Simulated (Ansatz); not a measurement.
**C₃HF₅: one molecule under many settings**

How do the results and run time of C₃HF₅ respond when the settings are drawn wide?

Program: Ansatz 0.2.0, Gaussian basis. Level of theory: the settings change from run to run. These are calculated values, not measurements.

### 1 The relaxed structure

The structure was relaxed beforehand with PBE0-D4 in a triple-zeta def2 set.

SMILES `FC(F)=C(F)C(F)F`, 9 atoms, charge 0, spin multiplicity 1.

Atoms are counted from 1 here; the program's logs count them from 0.

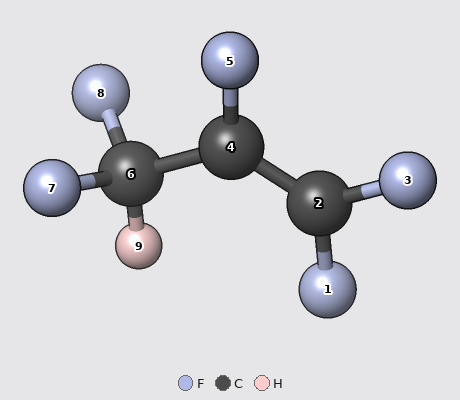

The structure; fluorine light blue, carbon dark grey, hydrogen pink; atoms are numbered from 1 in the order of the file.

### 2 B2PLYP/def2-mTZVP

Options: coordinates scaled by 0.92, a grid of angular degree 47.

Contents of in.yaml:

```yaml
crystal:
  periodic: [false, false, false]
  atoms:
    - {symbol: F, position_ang: [-0.646922, -1.751485, -0.418775]}
    - {symbol: C, position_ang: [-0.578325, -0.656207, -0.916710]}
    - {symbol: F, position_ang: [-1.065034, -0.629345, -2.011122]}
    - {symbol: C, position_ang: [-0.071982, 0.306419, -0.365922]}
    - {symbol: F, position_ang: [-0.041480, 1.386516, -0.939235]}
    - {symbol: C, position_ang: [0.480963, 0.267232, 0.882589]}
    - {symbol: F, position_ang: [1.679895, 0.604933, 0.832458]}
    - {symbol: F, position_ang: [-0.093791, 1.080043, 1.632913]}
    - {symbol: H, position_ang: [0.418095, -0.650610, 1.288072]}
basis:
  gaussian: {orbitals: def2-mTZVP, final_grid: {core_spheres: 20, valence_spheres: 16, degree: 47}}
hamiltonian: {xc: {name: B2PLYP}}
output: {forces: true}
```

Command:

```console
$ ansatz run in.yaml --threads 4 --pin off --events-out ev --progress --plain --max-ram 11315MiB
```

Standard output (excerpt; [...] marks lines left out):

```text
Functional definition: B2PLYP
  name "B2PLYP"
  cite "Grimme, J. Chem. Phys. 124, 034108 (2006) doi:10.1063/1.2148954"
  cite "Becke, Phys. Rev. A 38, 3098 (1988) doi:10.1103/PhysRevA.38.3098"
  cite "Lee, Yang & Parr, Phys. Rev. B 37, 785 (1988) doi:10.1103/PhysRevB.37.785"
[...]
1290 factors; integrals over basis functions are off by at most 8.4e-4 eV
[...]
mean field -16689.18285380 eV, -613.3161575428 hartree, gradient 2.3e-6 eV, S^2 0.000000; 0 other end points of the search recorded, 0 dependent functions left out
8 core orbitals not correlated: weight in the atoms' cores, before any rotation towards them, 1.000 or more for the frozen orbitals, at most 0.000 for the correlated occupied ones
reference -16689.18298173 eV, -613.3161622441 hartree; 24, 24 occupied and 123, 123 virtual orbitals, 1290 factors
second order -42.93278617 eV of doubles, -0.00000000 eV of singles
[...]
Total energy: -16700.77483400 eV, -613.7421549576 hartree
Atom 0 at    -0.646922    -1.751485    -0.418775 Å, force    -0.512868    -8.475402     3.892751 eV/Å
Atom 1 at    -0.578325    -0.656207    -0.916710 Å, force     0.063661    -0.294939     0.316118 eV/Å
Atom 2 at    -1.065034    -0.629345    -2.011122 Å, force    -3.805725     0.448501    -8.699137 eV/Å
Atom 3 at    -0.071982     0.306419    -0.365922 Å, force     1.123720     0.163300     2.393363 eV/Å
Atom 4 at    -0.041480     1.386516    -0.939235 Å, force     0.339738     7.893252    -3.930962 eV/Å
Atom 5 at     0.480963     0.267232     0.882589 Å, force    -1.004455    -3.201877    -0.325354 eV/Å
Atom 6 at     1.679895     0.604933     0.832458 Å, force     8.115802     1.940402    -0.338275 eV/Å
Atom 7 at    -0.093791     1.080043     1.632913 Å, force    -4.035071     5.195176     5.145240 eV/Å
Atom 8 at     0.418095    -0.650610     1.288072 Å, force    -0.284803    -3.668413     1.546256 eV/Å
Dipole moment:    -0.115276    -0.362759    -0.040134 e Å
```

It took 3.5 s on 4 threads of AMD EPYC 9R45, shared host; peak memory 0.58 GiB.

Largest force 9.506 eV/Å, dipole 1.84 D.

### 3 LC-wPBE/def2-mTZVP

This run has multiplicity 3, the search for lower states set to light.

Contents of in.yaml:

```yaml
crystal:
  periodic: [false, false, false]
  atoms:
    - {symbol: F, position_ang: [-0.703176, -1.903788, -0.455190]}
    - {symbol: C, position_ang: [-0.628615, -0.713268, -0.996424]}
    - {symbol: F, position_ang: [-1.157646, -0.684071, -2.186002]}
    - {symbol: C, position_ang: [-0.078242, 0.333064, -0.397742]}
    - {symbol: F, position_ang: [-0.045086, 1.507083, -1.020908]}
    - {symbol: C, position_ang: [0.522786, 0.290470, 0.959336]}
    - {symbol: F, position_ang: [1.825973, 0.657536, 0.904846]}
    - {symbol: F, position_ang: [-0.101947, 1.173959, 1.774905]}
    - {symbol: H, position_ang: [0.454451, -0.707184, 1.400078]}
basis:
  gaussian: {orbitals: def2-mTZVP}
magnetization: {spin_polarized: true, initial_magnetization: 2}
hamiltonian: {xc: {name: LC-wPBE}}
scf: {lower_state_search: light}
output: {forces: true}
```

Launched as before.

Standard output (excerpt; [...] marks lines left out):

```text
Functional definition: LC-wPBE
  name "LC-wPBE"
  cite "Vydrov & Scuseria, J. Chem. Phys. 125, 234109 (2006) doi:10.1063/1.2409292"
  cite "Heyd & Scuseria, J. Chem. Phys. 120, 7274 (2004) doi:10.1063/1.1668634"
  cite "Ernzerhof & Perdew, J. Chem. Phys. 109, 3313 (1998) doi:10.1063/1.476928"
  cite "Perdew, Burke & Ernzerhof, Phys. Rev. Lett. 77, 3865 (1996) doi:10.1103/PhysRevLett.77.3865"
  parent pbe
[...]
1311 factors; their error is unknown
396 factors; integrals over basis functions are off by at most 1.3e-5 eV
[...]
mean field -16702.88766562 eV, -613.8198000875 hartree, gradient 7.1e-5 eV, S^2 2.006745; 0 other end points of the search recorded, 0 dependent functions left out
[...]
reference -16702.88766562 eV, -613.8198000877 hartree; 33, 31 occupied and 122, 124 virtual orbitals, 1311 factors
Total energy: -16702.88766562 eV, -613.8198000877 hartree
Atom 0 at    -0.703176    -1.903788    -0.455190 Å, force     0.258899    -0.489858     0.864476 eV/Å
Atom 1 at    -0.628615    -0.713268    -0.996424 Å, force    -4.337452    -7.565174    -5.122554 eV/Å
Atom 2 at    -1.157646    -0.684071    -2.186002 Å, force    -0.358756     0.449215    -1.061425 eV/Å
Atom 3 at    -0.078242     0.333064    -0.397742 Å, force     4.681371     7.797507     5.746742 eV/Å
Atom 4 at    -0.045086     1.507083    -1.020908 Å, force    -0.200377    -0.528902    -0.130198 eV/Å
Atom 5 at     0.522786     0.290470     0.959336 Å, force    -0.538525    -0.354910    -0.982536 eV/Å
Atom 6 at     1.825973     0.657536     0.904846 Å, force     0.614464     0.221066     0.179042 eV/Å
Atom 7 at    -0.101947     1.173959     1.774905 Å, force    -0.129518     0.420351     0.514715 eV/Å
Atom 8 at     0.454451    -0.707184     1.400078 Å, force     0.009893     0.050706    -0.008262 eV/Å
Dipole moment:    -0.093274    -0.314330    -0.020098 e Å
```

Wall time 1.4 s (4 threads of AMD EPYC 9R45, shared host).

Largest force 10.758 eV/Å, dipole 1.58 D, ⟨S²⟩ 2.007.

### 4 RPBE/ANO-RCC-VTZP

Options: atoms shaken by 0.15 Å, D3(BJ) with three-body dispersion, high accuracy.

Contents of in.yaml:

```yaml
crystal:
  periodic: [false, false, false]
  atoms:
    - {symbol: F, position_ang: [-0.710721, -1.976281, -0.439195]}
    - {symbol: C, position_ang: [-0.600903, -0.621184, -1.027054]}
    - {symbol: F, position_ang: [-1.275119, -0.650388, -2.188780]}
    - {symbol: C, position_ang: [0.188799, 0.285987, -0.295244]}
    - {symbol: F, position_ang: [-0.083278, 1.638465, -1.084575]}
    - {symbol: C, position_ang: [0.530826, -0.095455, 0.619198]}
    - {symbol: F, position_ang: [1.642042, 0.659155, 0.761207]}
    - {symbol: F, position_ang: [-0.313271, 0.972739, 1.648532]}
    - {symbol: H, position_ang: [0.221633, -0.684835, 1.435544]}
basis:
  gaussian: {orbitals: ANO-RCC-VTZP}
hamiltonian: {xc: {name: RPBE}, dispersion: d3bjatm}
accuracy: high
```

Same command.

Standard output:

```text
Functional definition: RPBE
  name "RPBE"
  cite "Hammer, Hansen & Nørskov, Phys. Rev. B 59, 7413 (1999) doi:10.1103/PhysRevB.59.7413"
  cite "Perdew, Burke & Ernzerhof, Phys. Rev. Lett. 77, 3865 (1996) doi:10.1103/PhysRevLett.77.3865"
  parameter kappa = 0.804
  parameter beta = 0.06672455060314922
  exchange = rpbe_x(kappa = kappa, mu = beta*pi^2/3)
  correlation = pbe_c(beta = beta)
4991 factors; integrals over basis functions are off by at most 3.0e-9 eV
mean field evaluation 1: about -16707.7201 eV, gradient 7.7e1 eV
mean field evaluation 2: about -16364.9335 eV, gradient 3.1e2 eV
mean field evaluation 4: about -16715.7475 eV, gradient 4.9e1 eV
mean field evaluation 8: about -16719.6057 eV, gradient 9.4e-1 eV
mean field evaluation 16: about -16719.6039 eV, gradient 1.1e-3 eV
mean field -16719.60394784 eV, -614.4341121284 hartree, gradient 3.7e-8 eV, S^2 0.000000; 0 other end points of the search recorded, 0 dependent functions left out
reference -16719.60395364 eV, -614.4341123417 hartree; 32, 32 occupied and 222, 222 virtual orbitals, 4991 factors
Total energy: -16720.39983199 eV, -614.4633603314 hartree
Relativity: scalar
```

It took 28 s on 4 threads of AMD EPYC 9R45, shared host; peak memory 2.2 GiB.

### 5 B2GP-PLYP/STO-3G

Options: high accuracy.

Contents of in.yaml:

```yaml
crystal:
  periodic: [false, false, false]
  atoms:
    - {symbol: F, position_ang: [-0.703176, -1.903788, -0.455190]}
    - {symbol: C, position_ang: [-0.628615, -0.713268, -0.996424]}
    - {symbol: F, position_ang: [-1.157646, -0.684071, -2.186002]}
    - {symbol: C, position_ang: [-0.078242, 0.333064, -0.397742]}
    - {symbol: F, position_ang: [-0.045086, 1.507083, -1.020908]}
    - {symbol: C, position_ang: [0.522786, 0.290470, 0.959336]}
    - {symbol: F, position_ang: [1.825973, 0.657536, 0.904846]}
    - {symbol: F, position_ang: [-0.101947, 1.173959, 1.774905]}
    - {symbol: H, position_ang: [0.454451, -0.707184, 1.400078]}
basis:
  gaussian: {orbitals: STO-3G}
hamiltonian: {xc: {name: B2GP-PLYP}}
accuracy: high
```

Launched as before.

Standard output (excerpt; [...] marks lines left out):

```text
Functional definition: B2GP-PLYP
  name "B2GP-PLYP"
  cite "Karton, Tarnopolsky, Lamère, Schatz & Martin, J. Phys. Chem. A 112, 12868 (2008) doi:10.1021/jp801805p"
  cite "Becke, Phys. Rev. A 38, 3098 (1988) doi:10.1103/PhysRevA.38.3098"
  cite "Lee, Yang & Parr, Phys. Rev. B 37, 785 (1988) doi:10.1103/PhysRevB.37.785"
[...]
889 factors; integrals over basis functions are off by at most 5.4e-8 eV
[...]
mean field -16446.23415000 eV, -604.3879573546 hartree, gradient 1.4e-8 eV, S^2 0.000000; 0 other end points of the search recorded, 0 dependent functions left out
8 core orbitals not correlated: weight in the atoms' cores, before any rotation towards them, 1.000 or more for the frozen orbitals, at most 0.000 for the correlated occupied ones
reference -16446.23416150 eV, -604.3879577773 hartree; 24, 24 occupied and 9, 9 virtual orbitals, 889 factors
second order -8.06703982 eV of doubles, -0.00000000 eV of singles
Total energy: -16449.13829584 eV, -604.4946827456 hartree
```

Run time: 0.6 s. Hardware: 4 threads of AMD EPYC 9R45, shared host.

### 6 B2GP-PLYP/def2-SVP

Options: the search for lower states set to full.

Edit in.yaml of step 5 so:

```diff
@@ -13,4 +13,5 @@
 basis:
-  gaussian: {orbitals: STO-3G}
+  gaussian: {orbitals: def2-SVP}
 hamiltonian: {xc: {name: B2GP-PLYP}}
-accuracy: high
+scf: {lower_state_search: full}
+output: {forces: true}
```

The command is unchanged.

Standard output (excerpt; [...] marks lines left out):

```text
Functional definition: B2GP-PLYP
  name "B2GP-PLYP"
  cite "Karton, Tarnopolsky, Lamère, Schatz & Martin, J. Phys. Chem. A 112, 12868 (2008) doi:10.1021/jp801805p"
  cite "Becke, Phys. Rev. A 38, 3098 (1988) doi:10.1103/PhysRevA.38.3098"
  cite "Lee, Yang & Parr, Phys. Rev. B 37, 785 (1988) doi:10.1103/PhysRevB.37.785"
[...]
1139 factors; integrals over basis functions are off by at most 1.4e-3 eV
[...]
mean field -16665.54198571 eV, -612.4473716649 hartree, gradient 4.1e-6 eV, S^2 0.000000; 0 other end points of the search recorded, 0 dependent functions left out
8 core orbitals not correlated: weight in the atoms' cores, before any rotation towards them, 1.000 or more for the frozen orbitals, at most 0.000 for the correlated occupied ones
reference -16665.54205981 eV, -612.4473743880 hartree; 24, 24 occupied and 85, 85 virtual orbitals, 1139 factors
second order -40.22592752 eV of doubles, -0.00000000 eV of singles
[...]
Total energy: -16680.02339372 eV, -612.9795535932 hartree
Atom 0 at    -0.703176    -1.903788    -0.455190 Å, force     0.028024    -0.105883     0.124889 eV/Å
Atom 1 at    -0.628615    -0.713268    -0.996424 Å, force    -0.229740    -0.375664    -0.286024 eV/Å
Atom 2 at    -1.157646    -0.684071    -2.186002 Å, force    -0.041406     0.041052    -0.116163 eV/Å
Atom 3 at    -0.078242     0.333064    -0.397742 Å, force     0.186146     0.343482     0.208836 eV/Å
Atom 4 at    -0.045086     1.507083    -1.020908 Å, force     0.016733     0.110018    -0.028276 eV/Å
Atom 5 at     0.522786     0.290470     0.959336 Å, force     0.154090     0.255739     0.189511 eV/Å
Atom 6 at     1.825973     0.657536     0.904846 Å, force    -0.085640    -0.047475    -0.054847 eV/Å
Atom 7 at    -0.101947     1.173959     1.774905 Å, force    -0.010146    -0.067694    -0.088988 eV/Å
Atom 8 at     0.454451    -0.707184     1.400078 Å, force    -0.018061    -0.153575     0.051063 eV/Å
Dipole moment:    -0.105517    -0.394690     0.000447 e Å
```

It took 1.6 s on 4 threads of AMD EPYC 9R45, shared host.

Largest force 0.525 eV/Å, dipole 1.96 D.

### 7 HF/def2-TZVP

Edit in.yaml of step 6 so:

```diff
@@ -13,5 +13,4 @@
 basis:
-  gaussian: {orbitals: def2-SVP}
-hamiltonian: {xc: {name: B2GP-PLYP}}
-scf: {lower_state_search: full}
+  gaussian: {orbitals: def2-TZVP}
+hamiltonian: {xc: {name: HF}}
 output: {forces: true}
```

Launched as before.

Standard output (excerpt; [...] marks lines left out):

```text
Functional definition: HF
  name "HF"
  cite "Fock, Z. Phys. 61, 126 (1930) doi:10.1007/BF01340294"
  parent pbe
[...]
1728 factors; their error is unknown
[...]
mean field -16642.21111431 eV, -611.5899779551 hartree, gradient 2.4e-5 eV, S^2 0.000000; 0 other end points of the search recorded, 0 dependent functions left out
[...]
reference -16642.21111431 eV, -611.5899779551 hartree; 32, 32 occupied and 222, 222 virtual orbitals, 1728 factors
Total energy: -16642.21111431 eV, -611.5899779551 hartree
Atom 0 at    -0.703176    -1.903788    -0.455190 Å, force     0.019669     0.974459    -0.534713 eV/Å
Atom 1 at    -0.628615    -0.713268    -0.996424 Å, force     0.121968     0.322706     0.078995 eV/Å
Atom 2 at    -1.157646    -0.684071    -2.186002 Å, force     0.436354    -0.132365     1.045373 eV/Å
Atom 3 at    -0.078242     0.333064    -0.397742 Å, force    -0.568457    -0.421328    -1.009467 eV/Å
Atom 4 at    -0.045086     1.507083    -1.020908 Å, force    -0.024574    -0.731267     0.379377 eV/Å
Atom 5 at     0.522786     0.290470     0.959336 Å, force     0.466687     0.357147     0.822011 eV/Å
Atom 6 at     1.825973     0.657536     0.904846 Å, force    -1.061880    -0.246111     0.069623 eV/Å
Atom 7 at    -0.101947     1.173959     1.774905 Å, force     0.549117    -0.677647    -0.657478 eV/Å
Atom 8 at     0.454451    -0.707184     1.400078 Å, force     0.061117     0.554406    -0.193721 eV/Å
Dipole moment:    -0.111041    -0.436551     0.013052 e Å
```

Wall time 1.3 s (4 threads of AMD EPYC 9R45, shared host); peak memory 0.8 GiB.

Largest force 1.233 eV/Å, dipole 2.16 D.

### 8 LC-wPBE/6-31G*

This run has multiplicity 3, atoms shaken by 0.15 Å.

Contents of in.yaml:

```yaml
crystal:
  periodic: [false, false, false]
  atoms:
    - {symbol: F, position_ang: [-0.823599, -1.704179, -0.337125]}
    - {symbol: C, position_ang: [-0.494794, -0.871440, -1.089389]}
    - {symbol: F, position_ang: [-1.262578, -0.565530, -1.933160]}
    - {symbol: C, position_ang: [0.033823, 0.081420, -0.069164]}
    - {symbol: F, position_ang: [0.165969, 1.372610, -1.027232]}
    - {symbol: C, position_ang: [0.527786, 0.495896, 0.969208]}
    - {symbol: F, position_ang: [1.682376, 0.905334, 0.898274]}
    - {symbol: F, position_ang: [-0.113568, 1.037361, 1.664335]}
    - {symbol: H, position_ang: [0.365133, -0.772664, 1.439916]}
basis:
  gaussian: {orbitals: "6-31G*"}
magnetization: {spin_polarized: true, initial_magnetization: 2}
hamiltonian: {xc: {name: LC-wPBE}}
```

Same command.

Standard output (excerpt; [...] marks lines left out):

```text
Functional definition: LC-wPBE
  name "LC-wPBE"
  cite "Vydrov & Scuseria, J. Chem. Phys. 125, 234109 (2006) doi:10.1063/1.2409292"
  cite "Heyd & Scuseria, J. Chem. Phys. 120, 7274 (2004) doi:10.1063/1.1668634"
  cite "Ernzerhof & Perdew, J. Chem. Phys. 109, 3313 (1998) doi:10.1063/1.476928"
  cite "Perdew, Burke & Ernzerhof, Phys. Rev. Lett. 77, 3865 (1996) doi:10.1103/PhysRevLett.77.3865"
  parent pbe
[...]
1165 factors; their error is unknown
386 factors; integrals over basis functions are off by at most 1.0e-5 eV
[...]
mean field -16687.89229481 eV, -613.2687303748 hartree, gradient 2.6e-5 eV, S^2 2.005534; 0 other end points of the search recorded, 0 dependent functions left out
reference -16687.89229482 eV, -613.2687303749 hartree; 33, 31 occupied and 89, 91 virtual orbitals, 1165 factors
Total energy: -16687.89229482 eV, -613.2687303749 hartree
```

It took 1 s on 4 threads of AMD EPYC 9R45, shared host.

⟨S²⟩ 2.006.

### 9 BLYP/pcseg-2

Set apart from the defaults: D3(BJ) with three-body dispersion.

Contents of in.yaml:

```yaml
crystal:
  periodic: [false, false, false]
  atoms:
    - {symbol: F, position_ang: [-0.703176, -1.903788, -0.455190]}
    - {symbol: C, position_ang: [-0.628615, -0.713268, -0.996424]}
    - {symbol: F, position_ang: [-1.157646, -0.684071, -2.186002]}
    - {symbol: C, position_ang: [-0.078242, 0.333064, -0.397742]}
    - {symbol: F, position_ang: [-0.045086, 1.507083, -1.020908]}
    - {symbol: C, position_ang: [0.522786, 0.290470, 0.959336]}
    - {symbol: F, position_ang: [1.825973, 0.657536, 0.904846]}
    - {symbol: F, position_ang: [-0.101947, 1.173959, 1.774905]}
    - {symbol: H, position_ang: [0.454451, -0.707184, 1.400078]}
basis:
  gaussian: {orbitals: pcseg-2}
hamiltonian: {xc: {name: BLYP}, dispersion: d3bjatm}
output: {forces: true}
```

Launched as before.

Standard output (excerpt; [...] marks lines left out):

```text
Functional definition: BLYP
  name "BLYP"
  cite "Becke, Phys. Rev. A 38, 3098 (1988) doi:10.1103/PhysRevA.38.3098"
  cite "Lee, Yang & Parr, Phys. Rev. B 37, 785 (1988) doi:10.1103/PhysRevB.37.785"
[...]
1307 factors; their error is unknown
[...]
mean field -16715.42564550 eV, -614.2805623498 hartree, gradient 5.0e-5 eV, S^2 0.000000; 0 other end points of the search recorded, 0 dependent functions left out
[...]
reference -16715.42596298 eV, -614.2805740170 hartree; 32, 32 occupied and 222, 222 virtual orbitals, 1307 factors
Total energy: -16715.75715939 eV, -614.2927452604 hartree
Atom 0 at    -0.703176    -1.903788    -0.455190 Å, force    -0.073070    -1.221838     0.563076 eV/Å
Atom 1 at    -0.628615    -0.713268    -0.996424 Å, force     0.210414     0.399973     0.229032 eV/Å
Atom 2 at    -1.157646    -0.684071    -2.186002 Å, force    -0.544159     0.058705    -1.240661 eV/Å
Atom 3 at    -0.078242     0.333064    -0.397742 Å, force     0.112601    -0.382708     0.476743 eV/Å
Atom 4 at    -0.045086     1.507083    -1.020908 Å, force     0.040295     1.073831    -0.547968 eV/Å
Atom 5 at     0.522786     0.290470     0.959336 Å, force    -0.394845    -0.882150    -0.351379 eV/Å
Atom 6 at     1.825973     0.657536     0.904846 Å, force     1.269441     0.303085    -0.031100 eV/Å
Atom 7 at    -0.101947     1.173959     1.774905 Å, force    -0.615914     0.808099     0.819690 eV/Å
Atom 8 at     0.454451    -0.707184     1.400078 Å, force    -0.004764    -0.156998     0.082567 eV/Å
Dipole moment:    -0.110507    -0.379009    -0.019916 e Å
```

Wall time 1 s (4 threads of AMD EPYC 9R45, shared host).

Largest force 1.356 eV/Å, dipole 1.90 D.

### 10 wB97X/cc-pVTZ

Set apart from the defaults: relativity set to none.

Edit in.yaml of step 9 so:

```diff
@@ -13,4 +13,3 @@
 basis:
-  gaussian: {orbitals: pcseg-2}
-hamiltonian: {xc: {name: BLYP}, dispersion: d3bjatm}
-output: {forces: true}
+  gaussian: {orbitals: cc-pVTZ}
+hamiltonian: {xc: {name: wB97X}, pseudopotentials: {relativity: none}}
```

The command is unchanged.

Standard output (excerpt; [...] marks lines left out):

```text
Functional definition: wB97X
  name "wB97X"
  cite "Chai & Head-Gordon, J. Chem. Phys. 128, 084106 (2008) doi:10.1063/1.2834918"
  cite "Becke, J. Chem. Phys. 107, 8554 (1997) doi:10.1063/1.475007"
[...]
  # The coefficients of nought are those of the uniform gas.
[...]
      + exact_x_lr(omega)
[...]
      + integral(e_c_pw_opposite_spin*poly(b97_u_opposite, 1, cos1, cos2, cos3, cos4))
1282 factors; their error is unknown
273 factors; integrals over basis functions are off by at most 3.7e-6 eV
[...]
mean field -16712.61226645 eV, -614.1771725766 hartree, gradient 5.9e-5 eV, S^2 0.000000; 0 other end points of the search recorded, 0 dependent functions left out
reference -16712.61224681 eV, -614.1771718549 hartree; 32, 32 occupied and 222, 222 virtual orbitals, 1282 factors
Total energy: -16712.61224681 eV, -614.1771718549 hartree
```

It took 2.2 s on 4 threads of AMD EPYC 9R45, shared host; peak memory 0.64 GiB.

### 11 The runs in one table

| level | charge | multiplicity | geometry | functions | energy (eV) | time |
| --- | --- | --- | --- | --- | --- | --- |
| B2PLYP/def2-mTZVP | 0 | 1 | scaled | 155 | -16700.775 | 3.5 s |
| LC-wPBE/def2-mTZVP | 0 | 3 | relaxed | 155 | -16702.888 | 1.4 s |
| RPBE/ANO-RCC-VTZP | 0 | 1 | shaken | 254 | -16720.400 | 28 s |
| B2GP-PLYP/STO-3G | 0 | 1 | relaxed | 41 | -16449.138 | 0.6 s |
| B2GP-PLYP/def2-SVP | 0 | 1 | relaxed | 117 | -16680.023 | 1.6 s |
| HF/def2-TZVP | 0 | 1 | relaxed | 254 | -16642.211 | 1.3 s |
| LC-wPBE/6-31G* | 0 | 3 | shaken | 122 | -16687.892 | 1 s |
| BLYP/pcseg-2 | 0 | 1 | relaxed | 254 | -16715.757 | 1 s |
| wB97X/cc-pVTZ | 0 | 1 | relaxed | 254 | -16712.612 | 2.2 s |

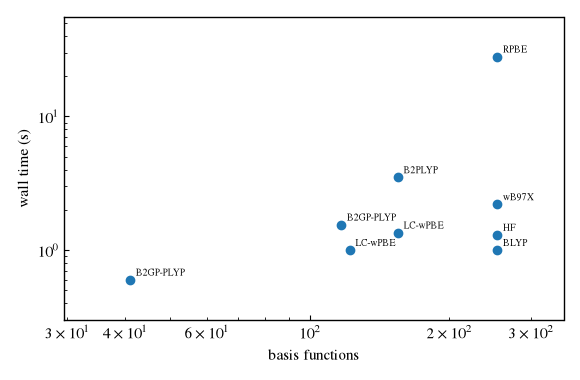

Wall time against the number of basis functions (shared host).

### 12 Outcome

| quantity | value |
| --- | --- |
| runs | 9 |
| quickest | B2GP-PLYP/STO-3G, 0.6 s |
| slowest | RPBE/ANO-RCC-VTZP, 28 s |
| spread of total energies, same state and geometry | 266.6 eV |
| dipole, same state and geometry | 1.90 to 2.16 D |

**Reading.** RPBE/ANO-RCC-VTZP took 47 times as long as B2GP-PLYP/STO-3G. The jobs differ in tasks and options as well as level. Total energies at one charge and spin differ by 267 eV between levels, so only differences within one level mean anything. At the PBE0-D4/def2-TZVP geometry and in the same state, the sound runs without point charges leave forces up to 1.36 eV/Å (BLYP/pcseg-2), against 9.5 eV/Å where the atoms were moved. At that geometry and state the dipole changes by 14 % between the lowest and highest value.
